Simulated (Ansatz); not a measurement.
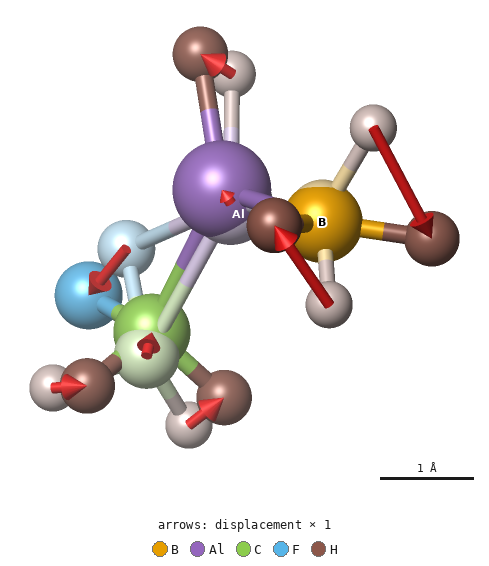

This is a relaxation of CH$_{5}$AlBF. The starting structure is drawn faded, the final one solid; red arrows show the displacements, at their true length. The two geometries are superimposed by the best rigid fit.

A ball-and-stick model, seen from a free direction.

Method: RKS PBE0-D4/def2-TZVP in Ansatz.

The input:
```yaml
crystal:
  periodic: [false, false, false]
  atoms:
    - {symbol: B, position_ang: [-0.510210, 1.968420, 0.149810]}
    - {symbol: Al, position_ang: [0.541590, 0.183580, 0.304730]}
    - {symbol: C, position_ang: [-0.271450, -1.528670, -0.441060]}
    - {symbol: F, position_ang: [1.071690, -1.791240, 0.109340]}
    - {symbol: H, position_ang: [-1.569980, 2.064270, -0.354440]}
    - {symbol: H, position_ang: [-0.080210, 2.973060, 0.582990]}
    - {symbol: H, position_ang: [1.939770, 0.241720, 1.021970]}
    - {symbol: H, position_ang: [-0.917870, -2.228340, 0.102130]}
    - {symbol: H, position_ang: [-0.203330, -1.882790, -1.475480]}
basis:
  gaussian: {orbitals: def2-TZVP}
hamiltonian: {xc: pbe0, dispersion: d4}
relax: {f_tol: 0.005, max_steps: 200}
```

Run as
```bash
ansatz run in.yaml --threads 2 --pin off --events-out ev --progress --plain --max-ram 4352MiB
```

What happened in the run?

The largest move after the best rigid fit is that of H6, 1.42 Å. By element the largest moves are H 1.42 Å, F 0.80 Å, C 0.33 Å, Al 0.18 Å, B 0.09 Å. Near-neighbour distances that change, for instance: Al2–F4 2.054 → 2.836 Å, C3–F4 1.475 → 1.398 Å, Al2–C3 2.037 → 1.991 Å, B1–Al2 2.077 → 2.121 Å. Among the angles between lasting bonds that change: Al2–C3–F4 69.5° → 112.4°, Al2–C3–H8 126.2° → 111.6°, B1–Al2–H7 116.9° → 122.0°. Groups turn about B1–Al2 by about 90°. The energy falls by 101.5 kJ/mol in 25 accepted moves (29 points after the start). Largest force component: 1.1 eV/Å at the start, 0.0038 eV/Å at the end. The line search rejected the trial steps at points 9, 19, 21, 25 of the run.
